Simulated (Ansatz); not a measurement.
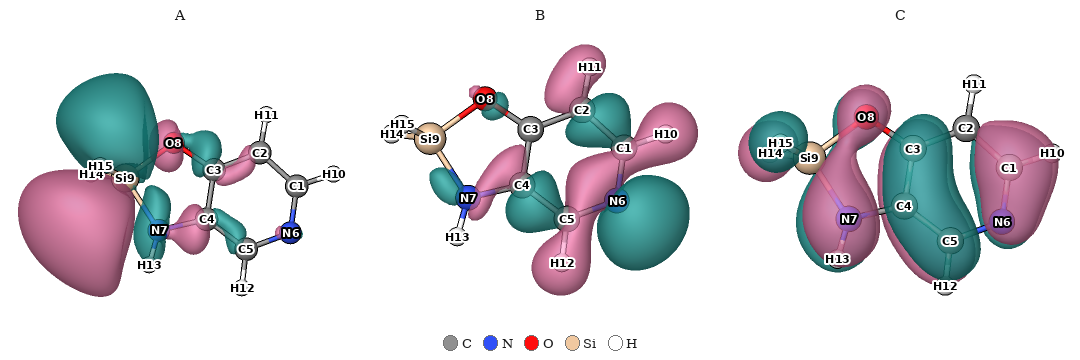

*C$_{5}$H$_{6}$N$_{2}$OSi. Three frontier orbitals at ±0.06 Å⁻³ᐟ² (teal and pink are the two phases), in no order.*

Geometry: PBE-D3(BJ)/def2-SVP.

Computed with isolated molecule in a Gaussian basis; Kohn-Sham density functional theory, functional PBE0 in Ansatz 0.2.0.

The calculation's input:

```
crystal:
  periodic: [false, false, false]
  atoms:
    - {symbol: C, position_ang: [-1.875525, 1.668535, -0.055591]}
    - {symbol: C, position_ang: [-0.772218, 1.499957, 0.809517]}
    - {symbol: C, position_ang: [0.308264, 0.771613, 0.319169]}
    - {symbol: C, position_ang: [0.263102, 0.239090, -0.997742]}
    - {symbol: C, position_ang: [-0.888981, 0.472358, -1.765413]}
    - {symbol: "N", position_ang: [-1.937072, 1.174948, -1.298869]}
    - {symbol: N, position_ang: [1.428562, -0.462488, -1.327507]}
    - {symbol: O, position_ang: [1.462928, 0.504657, 1.009863]}
    - {symbol: Si, position_ang: [2.536084, -0.422270, 0.039305]}
    - {symbol: H, position_ang: [-2.754213, 2.239654, 0.293074]}
    - {symbol: H, position_ang: [-0.755767, 1.919716, 1.825120]}
    - {symbol: H, position_ang: [-0.961891, 0.074355, -2.794395]}
    - {symbol: H, position_ang: [1.508310, -0.888615, -2.249017]}
    - {symbol: H, position_ang: [2.829041, -1.752243, 0.672120]}
    - {symbol: H, position_ang: [3.825639, 0.310359, -0.196080]}
basis:
  gaussian:
    orbitals: def2-SVPD
hamiltonian:
  xc: {name: PBE0}
output: {forces: true, orbitals: {seedname: orbitals}}
```

Run with:

```sh
ansatz run input.yaml --threads 4 --pin off --max-ram 7830MiB --events-out events.jsonl --progress --plain --runs-dir runs
```

Which picture is the HOMO−1, the HOMO and the LUMO?

B is the HOMO−1 (−7.28 eV). It lies mainly on N6 (about 65 %), C1 (about 10 %) and C5 (about 10 %). C is the HOMO (−6.26 eV). Its weight (Hirshfeld) is mainly on N7 (about 20 %), C4 (about 15 %), C1 (about 15 %), C5 (about 10 %), C3 (about 10 %) and N6 (about 5 %). A is the LUMO (−0.51 eV). By Hirshfeld shares it lies mainly on Si9 (about 60 %), H14 (about 10 %), H15 (about 10 %) and N7 (about 5 %).

What is the HOMO–LUMO gap?

5.75 eV between the orbital energies.
